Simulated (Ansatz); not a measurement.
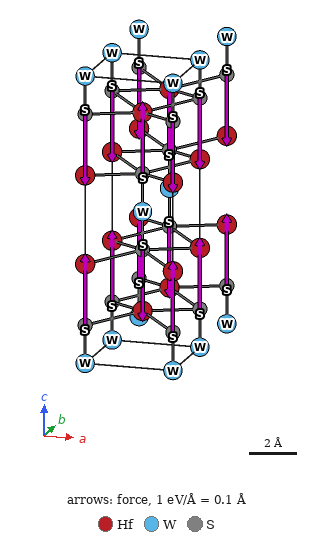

Starting geometry of a crystal of Hf₂WS₂ (a generated structure, set up in I4/mmm) (coarse preliminary run) with the computed forces as purple arrows. Style: ball-and-stick. Shown: the conventional cell (2 times the calculation's cell), repeated 1 × 2 × 1 with one cell outlined, slightly off an axis. Lengths and directions refer to the drawn axes.

Method: DFT PBE, scalar-relativistic, plane waves, PAW (Ansatz 0.2.0). Settings: plane-wave cutoff 420 eV; k-point mesh 6 × 6 × 6; occupations gaussian; smearing width 0.1 eV; no spin polarisation; cell and atoms relaxed; force threshold 0.04 eV/Å; at most 70 steps.

Is this structure relaxed? If not, where do the atoms go?

It isn't relaxed: the largest force vector, on S atoms, is 32.56 eV/Å. The final displacements follow the starting forces only in part (cosine between the two patterns 0.45). The largest moves relative to the cell, 0.87 Å, are those of Hf atoms. Largest moves by element: Hf 0.87 Å, S 0.46 Å. W stays in place. Cell: a = b 3.964 → 3.422 Å (−13.7 %), c 12.871 → 16.244 Å (+26.2 %). Volume −5.9 %. Among the contacts that change: Hf–S 2.740 → 3.867 Å, S–W 1.708 → 2.615 Å, Hf–Hf 3.975 → 3.281 Å, Hf–Hf 3.964 → 3.422 Å. Bonds break: Hf–S (2.74 → 3.87 Å). Among the angles between lasting bonds that change: S–Hf–S 168.6° → 136.1°, Hf–S–Hf 168.6° → 136.1°, Hf–S–W 95.7° → 68.1°. The space group stays I4/mmm (No. 139). Over 13 accepted moves (15 points after the start) the energy falls by 3450 meV per atom. Largest force component: 33 eV/Å at the start, 0.0021 eV/Å at the end. Pressure: 36.11 GPa at the start and 0.00 GPa at the end. The SCF was repeated twice at an unchanged geometry on a basis and grid sized afresh for the cell, which shifted the energy by 3.3 meV per atom at most.
